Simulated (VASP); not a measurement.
# MoS2 with PBEsol: from relaxation to properties, part 3 of 4

Wanted: the relaxed cell of MoS2 and its properties. The start is a cell from a database of measured crystal structures.

VASP 6.6.1; PBEsol; plane waves and PAW (Mo_sv, S).

So far, gap on the k-mesh (eV): step 2 (full relaxation (PBEsol)) 1.08. The relaxed cell has a = 3.142, c = 18.576 Å (conventional setting).

## Step 5: Total and projected DOS (PBEsol)

Here the states are counted by energy and projected on the atoms. The mesh is finer than in the run before.

INCAR reads:

```
SYSTEM = MoS2
PREC = Accurate
ENCUT = 400
EDIFF = 1E-06
NELM = 100
ISMEAR = -5
SIGMA = 0.05
LREAL = .FALSE.
ALGO = Normal
GGA = PS
NBANDS = 26
LASPH = .TRUE.
LORBIT = 11
LWAVE = .FALSE.
LCHARG = .FALSE.
KPAR = 2
NEDOS = 2001
```

POSCAR reads:

```
MoS2
1.0
    1.5710333670      2.7211096120      0.0000000000
   -1.5710333670      2.7211096120      0.0000000000
    0.0000000000     -1.8140730746      6.1919625447
Mo S
1 2
Direct
    0.0000989742      0.0000989742      0.0002969225
    0.2495816124      0.2495816124      0.7487448373
    0.4173194134      0.4173194134      0.2519582402
```

KPOINTS reads:

```
Automatic mesh
0
Gamma
11 11 11
0 0 0
```

The projector-augmented-wave data sets are Mo_sv and S (PBE family, release 64).

Command:

```sh
mpirun -np 2 vasp_std
```

What it wrote:

```text
[... set-up lines as in an earlier step ...]
 entering main loop
       N       E                     dE             d eps       ncg     rms          rms(c)
DAV:   1     0.146609039073E+03    0.14661E+03   -0.11235E+04  7704   0.776E+02
DAV:   2    -0.196089318584E+02   -0.16622E+03   -0.16058E+03  9238   0.236E+02
DAV:   3    -0.248430857341E+02   -0.52342E+01   -0.51968E+01  9372   0.395E+01
DAV:   4    -0.248871690497E+02   -0.44083E-01   -0.44063E-01  9198   0.398E+00
DAV:   5    -0.248877342501E+02   -0.56520E-03   -0.56516E-03  9302   0.443E-01    0.260E+01
DAV:   6    -0.238063460213E+02    0.10814E+01   -0.72708E+00  7968   0.146E+01    0.884E+00
DAV:   7    -0.235708529438E+02    0.23549E+00   -0.28369E+00  7730   0.830E+00    0.622E+00
DAV:   8    -0.234494864374E+02    0.12137E+00   -0.49761E-01  8354   0.357E+00    0.151E+00
DAV:   9    -0.234479534903E+02    0.15329E-02   -0.16808E-02  9388   0.676E-01    0.557E-01
DAV:  10    -0.234475176337E+02    0.43586E-03   -0.15571E-03  8744   0.259E-01    0.159E-01
DAV:  11    -0.234475621250E+02   -0.44491E-04   -0.25375E-04  8836   0.785E-02    0.684E-02
DAV:  12    -0.234475457760E+02    0.16349E-04   -0.43344E-05  8318   0.320E-02    0.316E-02
DAV:  13    -0.234475517520E+02   -0.59760E-05   -0.65134E-06  8198   0.126E-02    0.688E-03
DAV:  14    -0.234475517879E+02   -0.35927E-07   -0.62012E-07  7062   0.403E-03
   1 F= -.23447552E+02 E0= -.23447552E+02  d E =0.000000E+00
```

Elapsed: 23 s, on 2 MPI ranks of Intel Xeon 6975P-C (Granite Rapids), shared host; peak memory 0.44 GiB.

OUTCAR, selected parts (step 5):

```text
   k-points           NKPTS =    146   k-points in BZ     NKDIM =    146   number of bands    NBANDS=     26

   NELECT =      26.0000    total number of electrons

 E-fermi :   7.5403

 k-point     1 :       0.0000    0.0000    0.0000
  band No.  band energies     occupation
    ...
      9       4.2541      2.00000
     10       5.3895      2.00000
     11       5.3895      2.00000
     12       6.2717      2.00000
     13       6.3124      2.00000
     14       9.7054      0.00000
     15       9.7054      0.00000
     16      10.0924      0.00000
     17      10.0924      0.00000
     18      13.1556      0.00000
    ...

  Total       -0.0189694     -0.0189694      0.0074700      0.0000000      0.0000000     -0.0000000
  in kB       -0.5740814     -0.5740814      0.2260706      0.0000000      0.0000000     -0.0000000
  external PRESSURE =      -0.3073641 kB  Pullay stress =       0.0000000 kB

 POSITION                                       TOTAL-FORCE (eV/Angst)
 -----------------------------------------------------------------------------------
      0.00000      0.00000      0.00184         0.000000     -0.000000     -0.000767
      0.00000     -0.00000      4.63620         0.000000      0.000000      0.000262
      0.00000      1.81407      1.56012         0.000000      0.000000      0.000506
 -----------------------------------------------------------------------------------
    total drift:                               -0.000000      0.000005      0.000087

  FREE ENERGIE OF THE ION-ELECTRON SYSTEM (eV)
  ---------------------------------------------------
  free  energy   TOTEN  =       -23.4475517879 eV

  energy  without entropy=      -23.4475517879  energy(sigma->0) =      -23.44755179

[... 7 parts as in an earlier step ...]

[... 9 further parts left out ...]
```

Numbers from this step:

- irreducible k-points: 146
- Fermi energy: 7.540 eV
- pressure: -0.03074 GPa
- valence top at k: 0, 0, 0.4545
- conduction bottom at k: -0.1818, 0.1818, 0
- least direct gap at k: -0.3636, 0.3636, 0
- gap on the k-mesh: 0.9346 eV
- least direct gap on the k-mesh: 1.978 eV

The density of states has structure finer than the step of the table below, so its rows give means over 2 eV, whole bins alone (the curve runs from -12.0 to 8.84 eV). Peaks (eV: height): total -3.8: 5.61, 1.7: 4.87, 1.9: 4.43, 2.2: 5.72; Mo d -3.8: 1.80, -1.4: 1.92, 1.7: 3.37, 2.3: 3.20; S p -6.2: 1.30, -4.5: 1.40, -3.8: 1.96, -2.6: 1.56; S s -4.5: 0.187, 2.0: 0.0663, 2.3: 0.0772, 7.6: 0.0962; Mo p -4.6: 0.0868, -2.6: 0.0944, -2.0: 0.0951, 8.0: 0.112.

States under -12.0 eV and over 8.8 eV are left out. Table of density of states by energy, zero at the valence-band top; means over each step; values in states/eV/cell:

```csv
energy (eV),total,Mo d,S p,S s,Mo p,Mo s
-8,8.0e-5,1.1e-5,2.1e-5,1.6e-6,4.0e-7,8.0e-6
-6,1.61,0.328,0.510,0.0195,0.0242,0.0532
-4,2.54,0.678,0.837,0.0564,0.0440,0.0503
-2,2.61,0.782,0.906,0.0314,0.0626,0.0108
0,0.242,0.125,0.0515,0.00330,0.00175,0.00262
2,2.92,1.65,0.515,0.0395,0.0173,0.0163
4,1.08,0.507,0.273,0.0282,0.00249,0.00196
6,0.583,0.0512,0.0336,0.0159,0.0244,0.0863
```

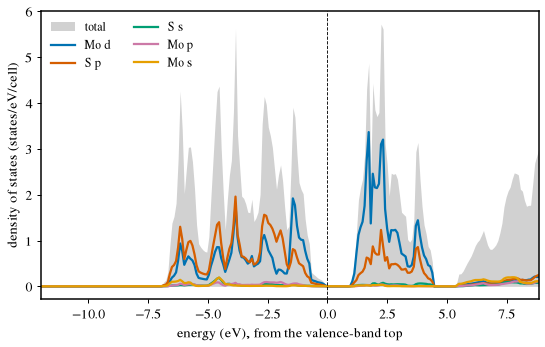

Density of states, plotted against energy.

The gap on this mesh is 0.93 eV. In the top eV of the valence band the largest shares in the PAW spheres are Mo d 52 % and S p 21 %; in the lowest eV of the conduction band, Mo d 61 % and S p 15 %. The rest lies in smaller channels or between the spheres.

## Step 6: Vibrations at Γ (PBEsol)

Zone-centre modes test whether the atoms sit at a minimum within this cell. IBRION = 8 takes the force constants from linear response, which needs tightly converged orbitals.

INCAR reads:

```
SYSTEM = MoS2
PREC = Accurate
ENCUT = 400
EDIFF = 1E-08
NELM = 100
ISMEAR = 0
SIGMA = 0.05
LREAL = .FALSE.
ALGO = Normal
GGA = PS
NBANDS = 19
LASPH = .TRUE.
LORBIT = 11
LWAVE = .FALSE.
LCHARG = .FALSE.
KPAR = 2
IBRION = 8
LEPSILON = .TRUE.
ISIF = 2
```

POSCAR is that of step 5.

KPOINTS reads:

```
Automatic mesh
0
Gamma
16 16 16
0 0 0
```

Command:

```sh
mpirun -np 2 vasp_std
```

What it wrote:

```text
[... set-up lines as in an earlier step ...]
 entering main loop
       N       E                     dE             d eps       ncg     rms          rms(c)
DAV:   1     0.146689217550E+03    0.14669E+03   -0.11858E+04 16454   0.106E+03
DAV:   2    -0.192751276881E+02   -0.16596E+03   -0.16208E+03 20056   0.290E+02
DAV:   3    -0.248266435328E+02   -0.55515E+01   -0.55052E+01 19287   0.499E+01
DAV:   4    -0.248868991271E+02   -0.60256E-01   -0.60226E-01 20006   0.551E+00
DAV:   5    -0.248876953721E+02   -0.79625E-03   -0.79620E-03 19316   0.606E-01    0.260E+01
DAV:   6    -0.238063666928E+02    0.10813E+01   -0.98213E+00 17165   0.200E+01    0.892E+00
DAV:   7    -0.235638089388E+02    0.24256E+00   -0.37174E+00 16360   0.114E+01    0.600E+00
DAV:   8    -0.234485549733E+02    0.11525E+00   -0.56206E-01 17744   0.478E+00    0.180E+00
DAV:   9    -0.234489263525E+02   -0.37138E-03   -0.25520E-02 19637   0.974E-01    0.654E-01
DAV:  10    -0.234475438066E+02    0.13825E-02   -0.10363E-02 17872   0.714E-01    0.135E-01
DAV:  11    -0.234475347098E+02    0.90968E-05   -0.50964E-04 18033   0.165E-01    0.414E-02
DAV:  12    -0.234475175139E+02    0.17196E-04   -0.77804E-05 18210   0.584E-02    0.228E-02
DAV:  13    -0.234475271533E+02   -0.96394E-05   -0.16840E-05 17554   0.237E-02    0.798E-03
DAV:  14    -0.234475272050E+02   -0.51679E-07   -0.12344E-06 20898   0.670E-03    0.283E-03
DAV:  15    -0.234475272560E+02   -0.51025E-07   -0.61571E-07 17819   0.449E-03    0.245E-03
DAV:  16    -0.234475272306E+02    0.25418E-07   -0.15853E-07 18990   0.276E-03    0.130E-03
DAV:  17    -0.234475272380E+02   -0.74269E-08   -0.84631E-09 11407   0.722E-04
   1 F= -.23447527E+02 E0= -.23447527E+02  d E =-.603137E-34
 Linear response reoptimize wavefunctions to high precision
DAV:   1    -0.234475272373E+02    0.71714E-09   -0.67095E-10 12552   0.180E-04
DAV:   2    -0.234475272373E+02   -0.11823E-10   -0.75734E-11 10191   0.588E-05
 Linear response G [H, r] |phi>, progress :
  Direction:   1
       N       E                     dE             d eps       ncg     rms
RMM:   1    -0.129705789225E+03   -0.12971E+03    0.17367E+02 29580   0.185E+02
RMM:   2    -0.120975464185E+03    0.87303E+01   -0.48552E+01 25514   0.410E+01
RMM:   3    -0.121490186567E+03   -0.51472E+00   -0.27559E+00 28669   0.956E+00
RMM:   4    -0.121509968103E+03   -0.19782E-01   -0.19535E-01 30553   0.212E+00
RMM:   5    -0.121509482453E+03    0.48565E-03   -0.27803E-02 31576   0.660E-01
RMM:   6    -0.121509084730E+03    0.39772E-03   -0.52191E-03 32323   0.229E-01
RMM:   7    -0.121508846594E+03    0.23814E-03   -0.18379E-04 32372   0.506E-02
RMM:   8    -0.121508838529E+03    0.80653E-05    0.10664E-04 31686   0.152E-02
RMM:   9    -0.121508843243E+03   -0.47138E-05   -0.95129E-05 31209   0.520E-03
RMM:  10    -0.121508842431E+03    0.81106E-06    0.18907E-05 30064   0.194E-03
RMM:  11    -0.121508842955E+03   -0.52343E-06    0.37248E-05 28542   0.106E-03
RMM:  12    -0.121508843256E+03   -0.30148E-06    0.17348E-05 27067   0.810E-04
RMM:  13    -0.121508843329E+03   -0.72376E-07   -0.22528E-06 23105   0.732E-04
RMM:  14    -0.121508843571E+03   -0.24234E-06    0.37642E-07 20520   0.714E-04
RMM:  15    -0.121508843553E+03    0.18394E-07   -0.10014E-06 19018   0.711E-04
RMM:  16    -0.121508843622E+03   -0.69238E-07   -0.53631E-06 18310   0.711E-04
 Linear response G [H, r] |phi>, progress :
  Direction:   2
       N       E                     dE             d eps       ncg     rms
RMM:   1    -0.130887045074E+03   -0.13089E+03    0.14290E+02 29819   0.182E+02
RMM:   2    -0.118833657176E+03    0.12053E+02   -0.47221E+01 25679   0.409E+01
RMM:   3    -0.119349106027E+03   -0.51545E+00   -0.25228E+00 29056   0.946E+00
RMM:   4    -0.119360535587E+03   -0.11430E-01   -0.16286E-01 30294   0.207E+00
RMM:   5    -0.119359207845E+03    0.13277E-02   -0.54689E-03 31512   0.655E-01
RMM:   6    -0.119360215065E+03   -0.10072E-02    0.21920E-04 32208   0.232E-01
RMM:   7    -0.119360208217E+03    0.68475E-05    0.28979E-03 32528   0.519E-02
RMM:   8    -0.119360466355E+03   -0.25814E-03    0.57963E-04 31712   0.154E-02
RMM:   9    -0.119360494201E+03   -0.27847E-04    0.28307E-04 31307   0.523E-03
RMM:  10    -0.119360507057E+03   -0.12855E-04    0.46571E-05 29992   0.199E-03
RMM:  11    -0.119360506537E+03    0.51915E-06    0.25958E-05 29021   0.112E-03
RMM:  12    -0.119360507622E+03   -0.10849E-05   -0.15694E-06 27192   0.861E-04
RMM:  13    -0.119360507415E+03    0.20760E-06   -0.38273E-06 23346   0.783E-04
RMM:  14    -0.119360507092E+03    0.32246E-06    0.13297E-05 20664   0.766E-04
RMM:  15    -0.119360508209E+03   -0.11170E-05   -0.79113E-06 19527   0.764E-04
RMM:  16    -0.119360507962E+03    0.24690E-06    0.96927E-07 18935   0.764E-04
 Linear response G [H, r] |phi>, progress :
  Direction:   3
       N       E                     dE             d eps       ncg     rms
RMM:   1    -0.130143292203E+03   -0.13014E+03    0.21600E+02 29083   0.189E+02
RMM:   2    -0.120213253844E+03    0.99300E+01   -0.52176E+01 25984   0.409E+01
RMM:   3    -0.120754683033E+03   -0.54143E+00   -0.32976E+00 28915   0.102E+01
RMM:   4    -0.120773895627E+03   -0.19213E-01   -0.21007E-01 30454   0.235E+00
RMM:   5    -0.120774697434E+03   -0.80181E-03   -0.22043E-02 30983   0.742E-01
RMM:   6    -0.120774843932E+03   -0.14650E-03   -0.31215E-03 31717   0.259E-01
RMM:   7    -0.120774834893E+03    0.90389E-05   -0.26893E-04 31485   0.578E-02
RMM:   8    -0.120774835276E+03   -0.38386E-06    0.34629E-06 30233   0.161E-02
RMM:   9    -0.120774836492E+03   -0.12155E-05    0.44699E-05 30478   0.544E-03
RMM:  10    -0.120774836813E+03   -0.32127E-06    0.28136E-05 28772   0.208E-03
RMM:  11    -0.120774836809E+03    0.46332E-08    0.11299E-05 27385   0.115E-03
RMM:  12    -0.120774836822E+03   -0.13582E-07    0.96307E-06 25946   0.872E-04
RMM:  13    -0.120774836836E+03   -0.13467E-07    0.10740E-07 22685   0.787E-04
RMM:  14    -0.120774836851E+03   -0.15547E-07   -0.10875E-06 19940   0.767E-04
RMM:  15    -0.120774836839E+03    0.11715E-07    0.11909E-06 18533   0.763E-04
RMM:  16    -0.120774836846E+03   -0.63020E-08   -0.32284E-06 17971   0.763E-04
 Linear response to external field (no local field effect), progress :
  Direction:   1
       N       E                     dE             d eps       ncg     rms          rms(c)
RMM:   1    -0.211057624301E+01   -0.21106E+01   -0.13195E+01 37300   0.638E+00
RMM:   2    -0.224052933334E+01   -0.12995E+00   -0.87280E-02 25844   0.115E+00
RMM:   3    -0.224278526836E+01   -0.22559E-02   -0.50950E-03 26614   0.206E-01
RMM:   4    -0.224288651615E+01   -0.10125E-03   -0.23830E-04 28311   0.413E-02
[...]
RMM:   1    -0.893369058329E+00   -0.89337E+00    0.41298E+00 17717   0.207E+01
RMM:   2    -0.692267790638E+00    0.20110E+00   -0.29083E-01 23634   0.340E+00    0.192E-01
RMM:   3    -0.690043902950E+00    0.22239E-02   -0.73904E-03 30010   0.544E-01    0.121E-01
RMM:   4    -0.688796471291E+00    0.12474E-02   -0.71444E-04 33692   0.165E-01    0.666E-02
RMM:   5    -0.688347681065E+00    0.44879E-03   -0.89784E-05 36571   0.519E-02    0.835E-03
RMM:   6    -0.688373451791E+00   -0.25771E-04   -0.65667E-06 31681   0.148E-02    0.415E-03
RMM:   7    -0.688427876041E+00   -0.54424E-04    0.33898E-06 29540   0.738E-03    0.153E-03
RMM:   8    -0.688430888674E+00   -0.30126E-05    0.22130E-06 34252   0.236E-03    0.965E-04
RMM:   9    -0.688432405005E+00   -0.15163E-05    0.38696E-07 32388   0.102E-03    0.256E-04
RMM:  10    -0.688433361309E+00   -0.95630E-06    0.77069E-07 35039   0.478E-04    0.798E-05
RMM:  11    -0.688433532033E+00   -0.17072E-06    0.24158E-07 35860   0.231E-04    0.365E-05
RMM:  12    -0.688433400098E+00    0.13193E-06    0.20449E-07 34257   0.106E-04    0.147E-05
RMM:  13    -0.688433331062E+00    0.69035E-07    0.86369E-08 33142   0.637E-05    0.357E-06
RMM:  14    -0.688433349229E+00   -0.18166E-07    0.34119E-08 34708   0.441E-05    0.210E-06
RMM:  15    -0.688433373986E+00   -0.24757E-07   -0.89305E-09 34023   0.354E-05    0.626E-07
RMM:  16    -0.688433391953E+00   -0.17967E-07   -0.54177E-09 33588   0.315E-05    0.341E-07
RMM:  17    -0.688433392244E+00   -0.29117E-09   -0.26256E-08 24021   0.290E-05    0.127E-07
 first order change of Fermi-energy   0.14109E+00
 force on displaced ion       1 direction 3 :   0.000  -0.000 -30.923
 Born effective charge ion    1 direction 3 :   0.000  -0.000  -0.673
 Linear response progress:
  Degree of freedom:   3/  6
       N       E                     dE             d eps       ncg     rms          rms(c)
RMM:   1    -0.105894969858E+00   -0.10589E+00   -0.12896E-01192596   0.177E+00
RMM:   2    -0.914816786190E-01    0.14413E-01   -0.99306E-03125619   0.536E-01    0.125E-01
RMM:   3    -0.917934061601E-01   -0.31173E-03   -0.28318E-04134391   0.993E-02    0.703E-02
RMM:   4    -0.920473808860E-01   -0.25397E-03   -0.58982E-05135150   0.456E-02    0.145E-02
RMM:   5    -0.920221085349E-01    0.25272E-04   -0.15995E-06137552   0.930E-03    0.549E-03
RMM:   6    -0.920024465731E-01    0.19662E-04   -0.36162E-07137839   0.342E-03    0.184E-03
RMM:   7    -0.920108264191E-01   -0.83798E-05   -0.10411E-07132844   0.109E-03    0.459E-04
RMM:   8    -0.920097956230E-01    0.10308E-05    0.56516E-08143045   0.295E-04    0.159E-04
RMM:   9    -0.920092719937E-01    0.52363E-06   -0.16307E-09141398   0.887E-05    0.745E-05
RMM:  10    -0.920087434879E-01    0.52851E-06   -0.46507E-08135473   0.761E-05    0.117E-05
RMM:  11    -0.920088336889E-01   -0.90201E-07   -0.87539E-08151386   0.308E-05    0.554E-06
RMM:  12    -0.920088762138E-01   -0.42525E-07    0.29549E-09144713   0.233E-05    0.110E-06
RMM:  13    -0.920088702670E-01    0.59468E-08    0.11618E-08132082   0.187E-05    0.735E-07
 first order change of Fermi-energy   0.81572E-02
 force on displaced ion       2 direction 1 : -10.078  -0.001  -0.000
 Born effective charge ion    2 direction 1 :   0.544   0.003  -0.000
 Linear response progress:
  Degree of freedom:   4/  6
       N       E                     dE             d eps       ncg     rms          rms(c)
RMM:   1    -0.152364433614E+00   -0.15236E+00   -0.13459E-01 39833   0.189E+00
RMM:   2    -0.133250611953E+00    0.19114E-01   -0.11419E-02 26014   0.577E-01    0.363E-01
RMM:   3    -0.133280492198E+00   -0.29880E-04   -0.55988E-04 25136   0.145E-01    0.263E-01
RMM:   4    -0.133363043028E+00   -0.82551E-04   -0.19199E-04 24867   0.818E-02    0.893E-02
RMM:   5    -0.133408558130E+00   -0.45515E-04   -0.65058E-05 24695   0.512E-02    0.195E-02
RMM:   6    -0.133410152457E+00   -0.15943E-05   -0.31634E-06 26891   0.134E-02    0.634E-03
RMM:   7    -0.133405292333E+00    0.48601E-05   -0.60700E-07 27381   0.445E-03    0.163E-03
RMM:   8    -0.133406969395E+00   -0.16771E-05   -0.14643E-08 27042   0.768E-04    0.104E-03
RMM:   9    -0.133409320350E+00   -0.23510E-05   -0.30097E-08 26919   0.442E-04    0.161E-04
RMM:  10    -0.133409131552E+00    0.18880E-06   -0.11067E-08 28772   0.135E-04    0.469E-05
RMM:  11    -0.133408892681E+00    0.23887E-06   -0.17688E-08 27319   0.573E-05    0.132E-05
RMM:  12    -0.133408960397E+00   -0.67716E-07   -0.47926E-08 27857   0.334E-05    0.104E-05
RMM:  13    -0.133408973041E+00   -0.12644E-07   -0.19415E-08 28417   0.259E-05    0.970E-07
RMM:  14    -0.133408963789E+00    0.92519E-08   -0.11489E-08 26793   0.219E-05    0.119E-06
 first order change of Fermi-energy   0.25222E+00
 force on displaced ion       2 direction 3 :   0.000  -0.000 -17.597
 Born effective charge ion    2 direction 3 :   0.000   0.000   0.376
 Linear response progress:
  Degree of freedom:   5/  6
       N       E                     dE             d eps       ncg     rms          rms(c)
RMM:   1    -0.105849620096E+00   -0.10585E+00   -0.12857E-01192609   0.177E+00
RMM:   2    -0.914896387058E-01    0.14360E-01   -0.97146E-03124117   0.534E-01    0.125E-01
RMM:   3    -0.917925291560E-01   -0.30289E-03   -0.26517E-04133440   0.979E-02    0.703E-02
RMM:   4    -0.920397784446E-01   -0.24725E-03   -0.57984E-05135670   0.450E-02    0.148E-02
RMM:   5    -0.920184897864E-01    0.21289E-04   -0.17779E-06137390   0.919E-03    0.554E-03
RMM:   6    -0.919988890930E-01    0.19601E-04   -0.15783E-07137268   0.339E-03    0.187E-03
RMM:   7    -0.920068446841E-01   -0.79556E-05   -0.24913E-08132985   0.105E-03    0.447E-04
RMM:   8    -0.920058278504E-01    0.10168E-05    0.52135E-08141828   0.289E-04    0.166E-04
RMM:   9    -0.920053163416E-01    0.51151E-06    0.23181E-08143005   0.933E-05    0.816E-05
RMM:  10    -0.920047716334E-01    0.54471E-06    0.32509E-09134502   0.786E-05    0.114E-05
RMM:  11    -0.920048651223E-01   -0.93489E-07   -0.10999E-09147584   0.303E-05    0.519E-06
RMM:  12    -0.920048955400E-01   -0.30418E-07    0.37496E-09147698   0.224E-05    0.944E-07
RMM:  13    -0.920048916987E-01    0.38413E-08    0.21383E-09128113   0.179E-05    0.749E-07
 first order change of Fermi-energy  -0.14959E-01
 force on displaced ion       3 direction 1 : -10.088  -0.002   0.000
 Born effective charge ion    3 direction 1 :   0.531   0.003  -0.000
 Linear response progress:
  Degree of freedom:   6/  6
       N       E                     dE             d eps       ncg     rms          rms(c)
RMM:   1    -0.152310742166E+00   -0.15231E+00   -0.13457E-01 39832   0.189E+00
RMM:   2    -0.133237886722E+00    0.19073E-01   -0.11644E-02 26272   0.576E-01    0.362E-01
RMM:   3    -0.133261009940E+00   -0.23123E-04   -0.57626E-04 25171   0.145E-01    0.263E-01
RMM:   4    -0.133344631501E+00   -0.83622E-04   -0.19416E-04 24796   0.819E-02    0.887E-02
RMM:   5    -0.133390147448E+00   -0.45516E-04   -0.65832E-05 24725   0.511E-02    0.188E-02
RMM:   6    -0.133390945501E+00   -0.79805E-06   -0.31410E-06 26996   0.133E-02    0.629E-03
RMM:   7    -0.133385886597E+00    0.50589E-05   -0.41245E-07 27264   0.443E-03    0.164E-03
RMM:   8    -0.133387483715E+00   -0.15971E-05   -0.23146E-08 27159   0.751E-04    0.107E-03
RMM:   9    -0.133390085293E+00   -0.26016E-05    0.56374E-09 26588   0.463E-04    0.159E-04
RMM:  10    -0.133389851239E+00    0.23405E-06    0.33087E-08 28812   0.143E-04    0.451E-05
RMM:  11    -0.133389586058E+00    0.26518E-06    0.22565E-08 27367   0.609E-05    0.137E-05
RMM:  12    -0.133389654371E+00   -0.68313E-07    0.34813E-08 28099   0.341E-05    0.991E-06
RMM:  13    -0.133389668650E+00   -0.14279E-07    0.40310E-08 28234   0.270E-05    0.110E-06
RMM:  14    -0.133389657358E+00    0.11292E-07    0.31783E-08 27358   0.229E-05    0.116E-06
RMM:  15    -0.133389661896E+00   -0.45381E-08    0.14134E-08 22772   0.216E-05    0.201E-07
 first order change of Fermi-energy  -0.39213E+00
 force on displaced ion       3 direction 3 :   0.000  -0.000 -17.464
 Born effective charge ion    3 direction 3 :  -0.000   0.000   0.298
 Born effective charges drift removed
 Linear response finished
```

The job ended after 42 min (2 MPI ranks; peak memory 5.2 GiB; 74 min of CPU time).

(Part 3 of 4 ends here.)

[Lines on the potential files, build, host, timing and source positions are cut from VASP's logs without a mark.]

[Logs are printed without paths, hosts, clocks, repeated set-up lines and the standing remarks that a program may print on its own settings, such as how far it seeks lower states.]

[Hosts, paths, dates, database ids (printed as entryN), source tags and the programs' standing remarks are cut or masked in the printed files.]

[A measured line is paired with the nearest computed mode of its activity, which favours agreement.]
